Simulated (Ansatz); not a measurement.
# BH3F− (SMILES [BH3-]F) at CCSD/STO-3G

What is the energy change on altering one bond length of BH3F− at CCSD/STO-3G? 

The results are computed with Ansatz 0.2.0.

3 further runs of the same task are left out: 1 that didn't finish, 2 set aside as unsound or not needed.

**1. The structure to begin with**

BH3F− has 5 atoms, charge -1, and is taken as a singlet. SMILES: `[BH3-]F`. Geometry: relaxed at GFN2-xTB.

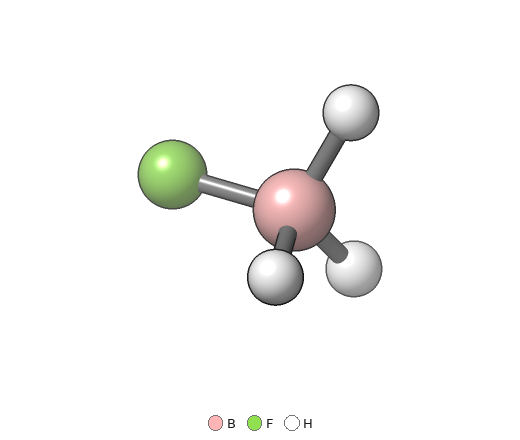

Viewed from a chosen angle; boron pink, fluorine green, hydrogen white.

**2. A single-point energy at CCSD/STO-3G**

job.yaml

```yaml
crystal:
  periodic: [false, false, false]
  atoms:
    - symbol: B
      position_ang: [-0.035750, 0.029280, -0.033890]
    - symbol: F
      position_ang: [0.855550, -0.717910, 0.826970]
    - symbol: H
      position_ang: [-1.067340, 0.264210, 0.588100]
    - symbol: H
      position_ang: [-0.274560, -0.651290, -1.027540]
    - symbol: H
      position_ang: [0.522090, 1.075700, -0.353640]
basis:
  gaussian:
    orbitals: STO-3G
total_charge: -1
magnetization:
  spin_polarized: false
correlation:
  method: ccsd
  frozen_orbitals: {B: 1, F: 1, H: 0}
accuracy: high
scf:
  omitted_lower_state_checks: [cluster_reference, increment]
```

On the command line:

```sh
ansatz run job.yaml --threads 1 --pin off --max-ram 2610MiB --events-out events.jsonl --progress --plain --runs-dir runs
```

The log of the run, cut to the lines that bear on the results:

```text
Warning: RAYON_NUM_THREADS=1 ignored (pool sized by the plan → 1); use --threads N
Functional definition: HF
  name "HF"
[...]
207 factors; integrals over basis functions are off by at most 4.5e-8 eV
[...]
mean field -3375.45648571 eV, -124.0457378832 hartree, gradient 1.5e-8 eV, S^2 0.000000; 0 other end points of the search recorded, 0 dependent functions left out
2 core orbitals not correlated: weight in the atoms' cores, before any rotation towards them, 1.000 or more for the frozen orbitals, at most 0.000 for the correlated occupied ones
reference -3375.45648571 eV, -124.0457378832 hartree; 7, 7 occupied and 4, 4 virtual orbitals, 207 factors
second order -1.47749480 eV of doubles, -0.00000000 eV of singles
cycle   1  -1.83693717 eV  change   -3.6e-1 eV  update   4.9e-2
[...]
cycle  17  -2.03756242 eV  change  -9.3e-10 eV  update  3.2e-10
Total energy: -3377.49404813 eV, -124.1206169211 hartree
Checks for a lower state left out: cluster_reference, increment
```

Wall time 0.14 s (1 thread of AMD EPYC 7R43 (Zen 3), shared host).

**3. The distorted shape, same level**

run.yaml

```yaml
crystal:
  periodic: [false, false, false]
  atoms:
    - {symbol: B, position_ang: [-0.175200, -0.232306, 0.046042]}
    - {symbol: F, position_ang: [0.716100, -0.979496, 0.906902]}
    - {symbol: H, position_ang: [-1.206790, 0.002624, 0.668032]}
    - {symbol: H, position_ang: [-0.414010, -0.912876, -0.947608]}
    - {symbol: H, position_ang: [0.522090, 1.075700, -0.353640]}
basis:
  gaussian:
    orbitals: STO-3G
total_charge: -1
magnetization:
  spin_polarized: false
  initial_magnetization: 0
correlation:
  method: ccsd
  frozen_orbitals: {B: 1, F: 1, H: 0}
accuracy: high
scf:
  omitted_lower_state_checks: [cluster_reference, increment]
```

On the command line:

```sh
ansatz run run.yaml --threads 1 --pin off --max-ram 2610MiB --events-out events.jsonl --progress --plain --runs-dir runs
```

The log of the run, cut to the lines that bear on the results:

```text
Warning: RAYON_NUM_THREADS=1 ignored (pool sized by the plan → 1); use --threads N
[... 2 set-up lines as earlier in the session ...]
[...]
207 factors; integrals over basis functions are off by at most 5.8e-8 eV
[...]
mean field -3374.34594319 eV, -124.0049261984 hartree, gradient 1.9e-8 eV, S^2 0.000000; 0 other end points of the search recorded, 0 dependent functions left out
2 core orbitals not correlated: weight in the atoms' cores, before any rotation towards them, 1.000 or more for the frozen orbitals, at most 0.000 for the correlated occupied ones
reference -3374.34594319 eV, -124.0049261984 hartree; 7, 7 occupied and 4, 4 virtual orbitals, 207 factors
second order -1.66757403 eV of doubles, -0.00000000 eV of singles
cycle   1  -2.07302478 eV  change   -4.1e-1 eV  update   5.8e-2
[...]
cycle  17  -2.31775230 eV  change  -8.1e-10 eV  update   1.1e-9
Total energy: -3376.66369549 eV, -124.0901020244 hartree
Checks for a lower state left out: cluster_reference, increment
```

Run time: 0.16 s. Hardware: 1 thread of AMD EPYC 7R43 (Zen 3), shared host.

**4. Results**

Level: CCSD/STO-3G, 2 core orbitals frozen.

| quantity | value |
| --- | --- |
| first shape: total energy | -124.12062 Eh |
| first shape: correlation energy (2 core orbitals frozen) | -74.9 mEh |
| first shape: T1 diagnostic | 0.007 |
| distorted shape: total energy | -124.09010 Eh |
| distorted shape: correlation energy (2 core orbitals frozen) | -85.2 mEh |
| distorted shape: T1 diagnostic | 0.008 |
| energy change with the B1–H5 bond stretched from 1.228 to 1.535 Å | 0.830 eV |

**Reading.** With the B1–H5 bond stretched from 1.228 to 1.535 Å the energy rises by 0.83 eV (80.1 kJ/mol). The first shape isn't relaxed at this level, so the change isn't measured from a minimum. The minimal basis adds a large error of its own.
